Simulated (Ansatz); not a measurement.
# CH3BrFSi radical: one species, many methods

How much do the methods differ for CH3BrFSi radical? The plan is to run it at one geometry with functionals of several rungs and with coupled cluster, and see how far each lands from CCSD(T) at the basis-set limit for the atomisation energy.

The runs use Ansatz 0.2.0, Gaussian basis; functionals in def2-TZVPP, the program's frozen cores in correlated methods.

Levels to be run: LDA (SPW92), PBE-D4, revPBE-D4, BLYP-D4, r2SCAN-D4, B97M-V, PBE0-D4, B3LYP-D4, r2SCANh-D4, r2SCAN0-D4, HSE06-D4, BHLYP-D4, CAM-B3LYP-D4, LC-ωPBE, ωB97X-V, ωB97M-V, B2PLYP, PBE-QIDH; CCSD(T)/def2-SVP; CCSD(T)/def2-TZVPP; MP2/def2-QZVPP; extrapolation to the limit; RPA on PBE.

**1. The relaxed structure**

The geometry comes from an earlier relaxation with PBE0-D4 in a triple-zeta def2 set; it is a stationary point, not always the lowest conformer.

SMILES `C[Si](F)Br`, 7 atoms, charge 0, spin multiplicity 2.

Atoms are counted from 1 here; the program's logs count them from 0.

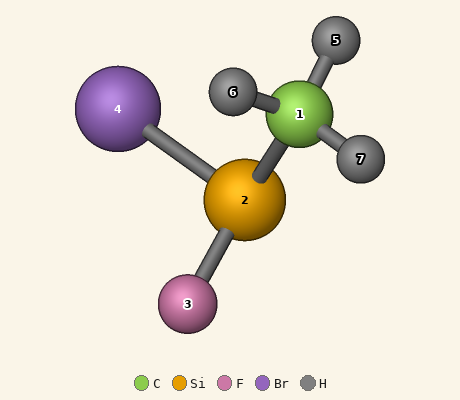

The geometry (carbon green, silicon amber, fluorine pink, bromine purple, hydrogen grey); atoms are numbered from 1 in the order of the file.

**2. LDA**

This LDA is Slater exchange with PW92 correlation.

The input, in.yaml:

```yaml
crystal:
  periodic: [false, false, false]
  atoms:
    - {symbol: C, position_ang: [0.046899, 0.834553, -0.193826]}
    - {symbol: Si, position_ang: [0.403783, -0.993145, -0.216434]}
    - {symbol: F, position_ang: [1.191402, -1.361131, 1.128238]}
    - {symbol: Br, position_ang: [-1.501985, -2.142016, -0.211671]}
    - {symbol: H, position_ang: [-0.529412, 1.118148, -1.075717]}
    - {symbol: H, position_ang: [-0.530596, 1.076044, 0.702965]}
    - {symbol: H, position_ang: [0.981209, 1.399546, -0.179256]}
basis:
  gaussian: {orbitals: def2-TZVPP}
magnetization: {spin_polarized: true, initial_magnetization: 1}
hamiltonian: {xc: lda}
output: {orbitals: {seedname: orbitals}}
```

Launch:

```bash
$ ansatz run in.yaml --threads 4 --pin off --events-out ev --progress --plain --max-ram 10444MiB
```

The runs that follow: PBE-D4 (GGA); revPBE-D4 (GGA); BLYP-D4 (GGA); r2SCAN-D4 (meta-GGA); B97M-V (meta-GGA); PBE0-D4 (hybrid); B3LYP-D4 (hybrid); r2SCANh-D4 (hybrid); r2SCAN0-D4 (hybrid); HSE06-D4 (hybrid); BHLYP-D4 (hybrid); CAM-B3LYP-D4 (range-separated); LC-ωPBE (range-separated); ωB97X-V (range-separated); ωB97M-V (range-separated); B2PLYP (double hybrid); PBE-QIDH (double hybrid); CCSD(T) in def2-SVP; CCSD(T) in def2-TZVPP; MP2 in def2-QZVPP; RPA on PBE orbitals.

**Question.** What will the summary of the whole plan be? Wanted: atomisation energy, CCSD(T)/CBS; farthest beyond LDA; mean size of error, GGA; mean size of error, meta-GGA; mean size of error, hybrid; mean size of error, range-separated; mean size of error, double hybrid; gap, smallest and largest; T1 diagnostic.

As calculated:

| quantity | value |
| --- | --- |
| atomisation energy, CCSD(T)/CBS | 25.866 eV |
| functionals within 0.259 eV (1.0 %) | revPBE-D4, BLYP-D4, r2SCAN-D4, B97M-V, PBE0-D4, B3LYP-D4, r2SCANh-D4, r2SCAN0-D4, HSE06-D4, CAM-B3LYP-D4, LC-ωPBE, ωB97X-V, ωB97M-V, PBE-QIDH |
| farthest beyond LDA | BHLYP-D4 (-0.830 eV) |
| mean size of error, GGA | 0.290 eV |
| mean size of error, meta-GGA | 0.111 eV |
| mean size of error, hybrid | 0.216 eV |
| mean size of error, range-separated | 0.096 eV |
| mean size of error, double hybrid | 0.270 eV |
| gap, smallest and largest | 1.21 eV (LDA (SPW92)), 8.75 eV (LC-ωPBE) |
| T1 diagnostic | 0.0112 |
| triples share of the correlation energy | 3.3 % |

In words: The LDA atomisation energy is off by 3.532 eV (14 %): it overbinds. PBE-D4 misses by +0.390 eV. Double hybrids carry the basis error of their MP2 part in triple zeta, and no dispersion term here, so their miss is partly the set-up's. The rungs range-separated, meta-GGA, hybrid miss on average by less than the doubt on the reference (0.259 eV), so they tie. The reference freezes the cores and leaves out relativity and excitations past (T), and its outer-core shells are covered unevenly, so misses under about 0.259 eV can't be ranked. All levels share the lack of spin-orbit coupling, which lowers the free heavy atoms and so the true binding. Hartree-Fock recovers 75 % of the binding; the rest is correlation. CCSD(T) in def2-SVP is off by -1.937 eV, worse than the median functional, from the basis alone. The gap grows from 1.2 to 8.7 eV across the functionals, mostly with the share of exact exchange. Correlated methods include outer-core shells of Br, which these sets cover unevenly.
